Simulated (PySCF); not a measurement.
# CH6BCl2PSi: magnetic properties

What do calculations give for the magnetic properties of CH6BCl2PSi (`BP[SiH2]C(Cl)Cl`)?

Computed with PySCF 2.14.0 and routines of our own; the level stands in each step. Atoms count from 0.

## 1. The system as given

12 atoms, charge 0, multiplicity 1; geometry from: GFN2-xTB.

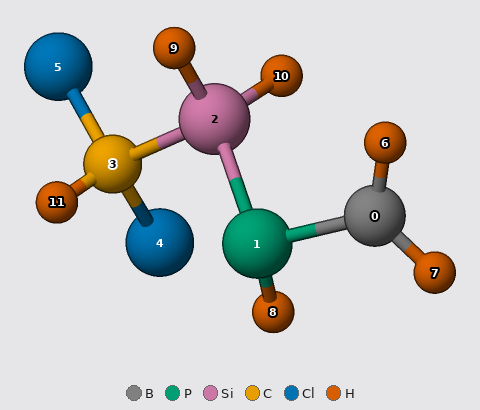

The starting geometry (boron grey, phosphorus teal, silicon pink, carbon amber, chlorine blue, hydrogen orange).

## 2. Magnetic properties: GIAO PBE0/pcSseg-1

Job settings and geometry (Å):

```
{"job": {"kind": "mag", "xc": "PBE0", "basis": "pcSseg-1", "isotopologues": 2}, "charge": 0, "multiplicity": 1}
B      2.568500    -0.868554     0.222996
P      0.785417    -1.146786     0.517414
Si    -0.202884     0.804133     0.157956
C     -2.066299     0.376560    -0.078039
Cl    -2.267540    -0.466407    -1.628682
Cl    -3.013202     1.873300    -0.088018
H      3.074434     0.044102     0.751531
H      3.209096    -1.646946    -0.365107
H      0.366610    -1.906792    -0.555817
H     -0.100657     1.605976     1.378190
H      0.146613     1.597484    -1.024436
H     -2.498891    -0.266758     0.685986
```

With the program's defaults for keys left out, this is: GIAO PBE0/pcSseg-1 magnetisability, rotational g tensor and spin-rotation constants, non-relativistic, gas phase.

Started as:

```sh
$ OMP_NUM_THREADS=1 python excited_run.py task.json out
```

The driver reads the jobs from task.json and runs them one after another.

The log of the run:

```text
coarse grid: 12392 points
cycle   1  E = -1617.0073959512  dE =  4.326e-01  |g| = 3.481e-01  |ddm| = 3.170e+00
cycle   2  E = -1616.9705618319  dE =  3.683e-02  |g| = 5.263e-01  |ddm| = 9.001e-01
cycle   3  E = -1617.0427364444  dE = -7.217e-02  |g| = 5.039e-02  |ddm| = 5.319e-01
cycle   4  E = -1617.0432769534  dE = -5.405e-04  |g| = 2.248e-02  |ddm| = 7.218e-02
cycle   5  E = -1617.0434038195  dE = -1.269e-04  |g| = 4.627e-03  |ddm| = 2.692e-02
cycle   6  E = -1617.0434104054  dE = -6.586e-06  |g| = 1.744e-03  |ddm| = 8.785e-03
final grid: 101992 points
cycle   7  E = -1617.0757088780  dE = -2.893e-05  |g| = 6.906e-03  |ddm| = 2.324e-02
cycle   8  E = -1617.0757006480  dE =  8.230e-06  |g| = 8.293e-03  |ddm| = 1.477e-02
cycle   9  E = -1617.0757214083  dE = -2.076e-05  |g| = 9.694e-04  |ddm| = 9.369e-03
cycle  10  E = -1617.0757215793  dE = -1.710e-07  |g| = 3.043e-04  |ddm| = 1.052e-03
cycle  11  E = -1617.0757216055  dE = -2.619e-08  |g| = 5.791e-05  |ddm| = 3.802e-04
cycle  12  E = -1617.0757216066  dE = -1.060e-09  |g| = 1.070e-05  |ddm| = 8.562e-05
cycle  13  E = -1617.0757216066  dE = -3.547e-11  |g| = 3.486e-06  |ddm| = 1.792e-05
converged SCF energy = -1617.0757216066

Magnetisability tensor (1e-30 J/T^2)
    -1409.49       84.61      -94.73
       84.61    -1468.64       76.56
      -94.73       76.56    -1565.23
isotropic -1481.12   principal values   -1667.62  -1433.57  -1342.17
isotropic susceptibility -89.195 1e-6 cm^3/mol

Inertial axes            a          b          c
rot. const./GHz      2.7579     0.7707     0.6432
chi total           -92.280    -86.056    -89.249
chi diamagnetic    -534.926  -1557.506  -1834.569
chi paramagnetic    442.646   1471.450   1745.320
quadrupole/D A       -5.205      2.168      3.037
g nuclear            0.5393     0.5194     0.5170
g electronic        -0.5735    -0.5328    -0.5274
g total             -0.0342    -0.0134    -0.0104

Spin-rotation constants (kHz, H = +C I.J)
atom  isotope        aa         bb         cc
  0    11B        0.992      0.420      0.122
  1    31P        2.695      1.116      0.703
  4   35Cl        0.798      0.089      0.220
  5   35Cl        0.503      0.156      0.250
  6     1H       -0.232      0.089     -0.061
  7     1H        0.006      0.022     -0.055
  8     1H       -0.287      0.027     -0.071
  9     1H       -0.243      0.027     -0.055
 10     1H       -0.253     -0.076      0.029
 11     1H       -0.261     -0.085      0.042
  2   29Si*      -1.531     -0.462     -0.387
  3    13C*       0.564      0.158      0.162
* in the singly substituted isotopologue

Isotopologues: g along a, b, c
2H    at 6,7,8,9,10,11     -0.0316    -0.0126    -0.0097
10B   at 0                 -0.0342    -0.0137    -0.0106
```

It took 21 s on 1 thread of Arm Neoverse V1, shared host; peak memory 0.84 GiB.

Key values:

```csv
quantity,value
magnetisability,-1481·10⁻³⁰ J/T²
molar susceptibility,-89.2·10⁻⁶ cm³/mol
"rotational g (a, b, c)","-0.0342, -0.0134, -0.0104"
```

## 3. Magnetic properties: GIAO wB97X/STO-3G in water

Settings changed since step 2:

```diff
@@ -1,2 +1,2 @@
-{"job": {"kind": "mag", "xc": "PBE0", "basis": "pcSseg-1", "isotopologues": 2}, "charge": 0, "multiplicity": 1}
+{"job": {"kind": "mag", "xc": "wB97X", "basis": "STO-3G", "solvent": "water"}, "charge": 0, "multiplicity": 1}
 B      2.568500    -0.868554     0.222996
```

With the program's defaults for keys left out, this is: GIAO wB97X/STO-3G magnetisability, non-relativistic, IEF-PCM water.

The log of the run:

```text
coarse grid: 12392 points
cycle   1  E = -1599.7560914637  dE = -3.607e-01  |g| = 4.523e-01  |ddm| = 4.147e+00
cycle   2  E = -1599.8165557620  dE = -6.046e-02  |g| = 3.053e-01  |ddm| = 1.180e+00
cycle   3  E = -1599.8464543936  dE = -2.990e-02  |g| = 2.746e-02  |ddm| = 4.455e-01
cycle   4  E = -1599.8469007684  dE = -4.464e-04  |g| = 8.273e-03  |ddm| = 7.559e-02
cycle   5  E = -1599.8469354939  dE = -3.473e-05  |g| = 1.407e-03  |ddm| = 1.995e-02
cycle   6  E = -1599.8469373029  dE = -1.809e-06  |g| = 4.405e-04  |ddm| = 5.103e-03
final grid: 101992 points
cycle   7  E = -1599.8022569542  dE = -4.131e-05  |g| = 2.324e-03  |ddm| = 1.821e-02
cycle   8  E = -1599.8022587354  dE = -1.781e-06  |g| = 8.356e-04  |ddm| = 4.983e-03
cycle   9  E = -1599.8022590188  dE = -2.834e-07  |g| = 2.424e-04  |ddm| = 1.598e-03
cycle  10  E = -1599.8022590452  dE = -2.634e-08  |g| = 8.092e-05  |ddm| = 5.262e-04
cycle  11  E = -1599.8022590488  dE = -3.629e-09  |g| = 1.696e-05  |ddm| = 1.752e-04
cycle  12  E = -1599.8022590492  dE = -3.779e-10  |g| = 7.432e-06  |ddm| = 6.204e-05
converged SCF energy = -1599.8022590492

Magnetisability tensor (1e-30 J/T^2)
    -1516.85       45.61      -75.86
       45.61    -1502.70      106.43
      -75.86      106.43    -1636.28
isotropic -1551.94   principal values   -1731.59  -1480.65  -1443.60
isotropic susceptibility -93.460 1e-6 cm^3/mol

Inertial axes            a          b          c
rot. const./GHz      2.7579     0.7707     0.6432
chi total           -96.063    -87.966    -96.352
chi diamagnetic    -524.658  -1550.805  -1830.883
chi paramagnetic    428.595   1462.839   1734.531
quadrupole/D A      -10.950      2.481      8.469
```

Run time: 9.1 s. Hardware: 1 thread of Arm Neoverse V1, shared host; peak memory 0.51 GiB.

In short:

```csv
quantity,value
magnetisability,-1552·10⁻³⁰ J/T²
molar susceptibility,-93.5·10⁻⁶ cm³/mol
```

## 4. Magnetic properties: common gauge origin revPBE/6-31G*

Settings changed since step 3:

```diff
@@ -1,2 +1,2 @@
-{"job": {"kind": "mag", "xc": "wB97X", "basis": "STO-3G", "solvent": "water"}, "charge": 0, "multiplicity": 1}
+{"job": {"kind": "mag", "xc": "revPBE", "basis": "6-31G*", "gauge": [0, 0, 0]}, "charge": 0, "multiplicity": 1}
 B      2.568500    -0.868554     0.222996
```

Level: common gauge origin revPBE/6-31G* magnetisability, rotational g tensor and spin-rotation constants, non-relativistic, gas phase.

The log of the run:

```text
coarse grid: 12392 points
cycle   1  E = -1617.4425612798  dE =  3.612e-01  |g| = 3.348e-01  |ddm| = 3.383e+00
cycle   2  E = -1617.3885150883  dE =  5.405e-02  |g| = 5.166e-01  |ddm| = 1.212e+00
cycle   3  E = -1617.4790225324  dE = -9.051e-02  |g| = 1.203e-01  |ddm| = 8.321e-01
cycle   4  E = -1617.4830349666  dE = -4.012e-03  |g| = 3.426e-02  |ddm| = 1.594e-01
cycle   5  E = -1617.4833329634  dE = -2.980e-04  |g| = 1.220e-02  |ddm| = 5.315e-02
cycle   6  E = -1617.4833824486  dE = -4.949e-05  |g| = 3.554e-03  |ddm| = 2.159e-02
cycle   7  E = -1617.4833872063  dE = -4.758e-06  |g| = 8.766e-04  |ddm| = 6.114e-03
final grid: 101992 points
cycle   8  E = -1617.3872841433  dE = -1.262e-05  |g| = 9.729e-03  |ddm| = 3.264e-02
cycle   9  E = -1617.3872206799  dE =  6.346e-05  |g| = 1.704e-02  |ddm| = 2.941e-02
cycle  10  E = -1617.3873125728  dE = -9.189e-05  |g| = 1.907e-03  |ddm| = 2.061e-02
cycle  11  E = -1617.3873137775  dE = -1.205e-06  |g| = 3.273e-04  |ddm| = 3.189e-03
cycle  12  E = -1617.3873138143  dE = -3.677e-08  |g| = 1.152e-04  |ddm| = 6.476e-04
cycle  13  E = -1617.3873138187  dE = -4.377e-09  |g| = 2.716e-05  |ddm| = 1.760e-04
cycle  14  E = -1617.3873138189  dE = -2.487e-10  |g| = 7.644e-06  |ddm| = 4.854e-05
converged SCF energy = -1617.3873138189

Magnetisability tensor (1e-30 J/T^2)
    -8751.35    -4406.89     2269.20
    -4406.89   -15086.49     -232.48
     2269.20     -232.48   -16722.04
isotropic -13519.96   principal values  -18065.88 -16428.55  -6065.45
isotropic susceptibility -814.191 1e-6 cm^3/mol

Inertial axes            a          b          c
rot. const./GHz      2.7579     0.7707     0.6432
chi total          -365.601   -991.705  -1085.267
chi diamagnetic    -532.770  -1555.479  -1832.490
chi paramagnetic    167.168    563.774    747.223
quadrupole/D A       -5.323      2.271      3.051
g nuclear            0.5393     0.5194     0.5170
g electronic        -0.2166    -0.2041    -0.2258
g total              0.3227     0.3153     0.2912

Spin-rotation constants (kHz, H = +C I.J)
atom  isotope        aa         bb         cc
  0    11B        0.716      0.437      0.156
  1    31P        2.735      0.967      0.601
  4   35Cl        0.869      0.061      0.218
  5   35Cl        0.516      0.176      0.273
  6     1H       -0.103      0.263      0.088
  7     1H       -0.146      0.529      0.281
  8     1H       -0.429     -0.416     -0.359
  9     1H        0.524     -0.375     -0.108
 10     1H       -0.260     -0.329     -0.365
 11     1H       -0.955     -0.466     -0.527
  2   29Si*      -1.432     -0.343     -0.269
  3    13C*      -0.142     -0.101     -0.152
* in the singly substituted isotopologue
```

Wall time 13 s (1 thread of Arm Neoverse V1, shared host); peak memory 0.45 GiB.

It converged, yet the result is unsound: a common gauge origin replaces GIAOs, so the magnetic properties depend on where the origin lies.

## 5. Outcome

```
                                           quantity                               value
       magnetisability (step 2, GIAO PBE0/pcSseg-1)                    -1481·10⁻³⁰ J/T²
  molar susceptibility (step 2, GIAO PBE0/pcSseg-1)                  -89.2·10⁻⁶ cm³/mol
rotational g (a, b, c) (step 2, GIAO PBE0/pcSseg-1)           -0.0342, -0.0134, -0.0104
                                               runs  0 failed, 1 ended on unsound input
```

In words: The values above hold for this geometry and these levels alone. Vibrational averaging and real surroundings are missing from these values.
